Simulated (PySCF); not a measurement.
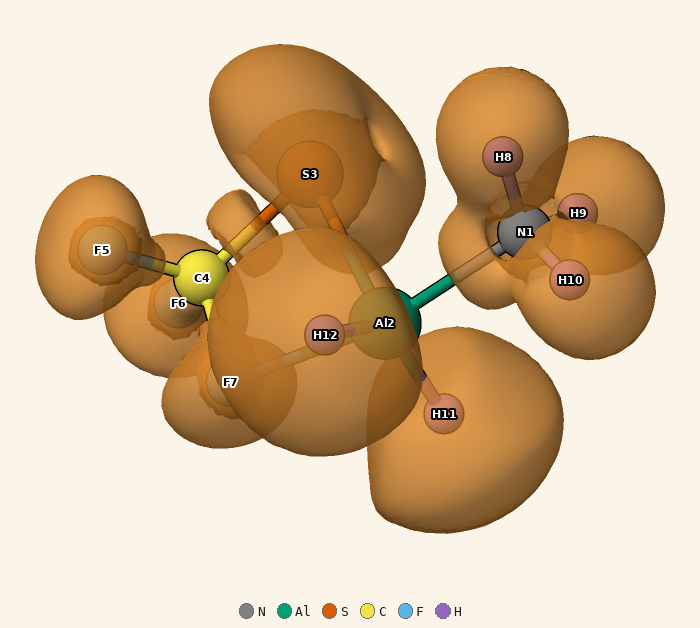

Figure 1: CH$_{5}$AlF$_{3}$NS. Isosurface of the electron localisation function at 0.75 (orange), seen at a tilt. Only the valence region is drawn (cores and ρ < 0.01 e/Å³ removed).

Geometry: GFN2-xTB.

Computed with PySCF 2.14.0, PBE0/pcSseg-1, SCF density, gas phase, non-relativistic.

Input

```
{"job": {"kind": "nmr", "xc": "PBE0", "basis": "pcSseg-1"}, "charge": 0, "multiplicity": 1}
N      2.157504     0.083246     0.059204
Al     0.248929    -0.604433     0.022991
S     -0.652376     1.474988     0.325215
C     -2.107614     0.486943     0.317117
F     -2.756002     0.465899     1.478466
F     -2.995363     0.837528    -0.609446
F     -1.830251    -0.843552     0.051019
H      2.353534     0.626209     0.901161
H      2.370882     0.669823    -0.748089
H      2.786726    -0.714201     0.045675
H      0.171316    -1.073030    -1.449904
H      0.253913    -1.410107     1.345284
```

Run with:

```sh
OMP_NUM_THREADS=1 python probes_run.py task.json out
```

What do the ELF domains correspond to?

Answer. The ELF exceeds this value in one region between bonded C–S atoms (shared pairs), two regions around hydrogen nuclei, three regions on F in which the atom's valence shell and bonds are merged, one region on S in which the atom's valence shell and bonds are merged and one joined region spread over several atoms (H, N), in which their bonds and any lone pairs are merged.

Values along the shortest contacts:
C–F (1.33 Å): the ELF peaks at about 0.85 between the atoms: a polar covalent bond. C–S (1.76 Å): the ELF peaks at about 0.95 between the atoms; a covalent bond.
